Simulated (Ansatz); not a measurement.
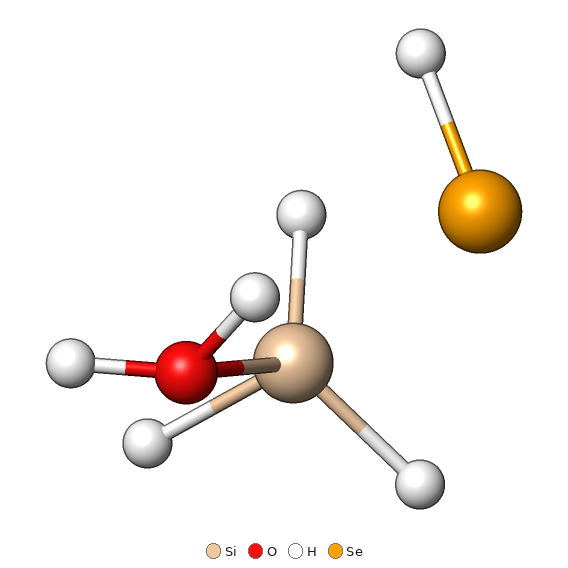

Sticks follow a distance rule. Harmonic vibrations computed with RKS PBE0-D4/def2-TZVP (Ansatz 0.2.0) at a stationary point of the same level.

Q: Is this a minimum or a saddle point?

A: A first-order saddle point: one imaginary frequency, 153i cm⁻¹.

Q: How many vibrational modes are there, and where do they lie?

A: 21 modes: 153i, 233, 259, 290, 361, 432, 459, 630, 681, 773, 832, 955, 1050, 1076, 1318, 2077, 2226, 2271, 2444, 2630, 3772 cm⁻¹.
